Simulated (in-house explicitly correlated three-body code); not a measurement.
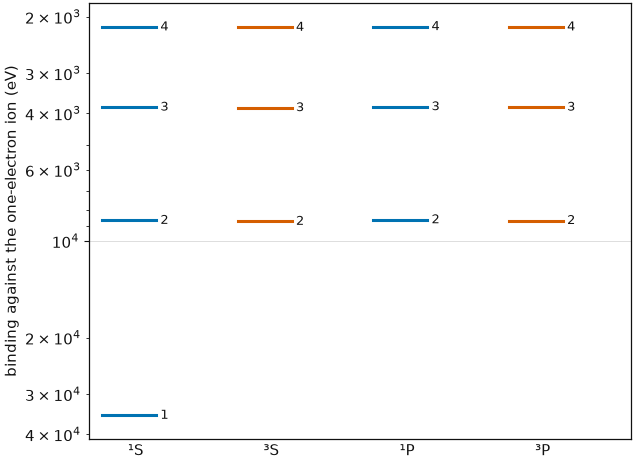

Two electrons around a point charge Z = 51.263. Computed variationally in 260 exponentially correlated functions with an in-house code, non-relativistic, converged to about 10⁻⁸ of the energy. The plot shows the bound S and P states that converged, by term and principal number n, on a logarithmic scale of binding.

### How do singlets and triplets lie?

The ground state is bound by 34.89 keV. The n = 2 states drawn run, from the deepest, 2 ³S (8678 eV), 2 ³P (8626 eV), 2 ¹S (8618 eV), 2 ¹P (8580 eV). Exchange puts 2 ³S below 2 ¹S by 59.4 eV and 2 ³P below 2 ¹P by 45.4 eV. Quantum defects n − (Z − 1)/√(2 E(binding)): 2 ³S 0.010, 2 ³P 0.004, 2 ¹S 0.003, 2 ¹P −0.002.
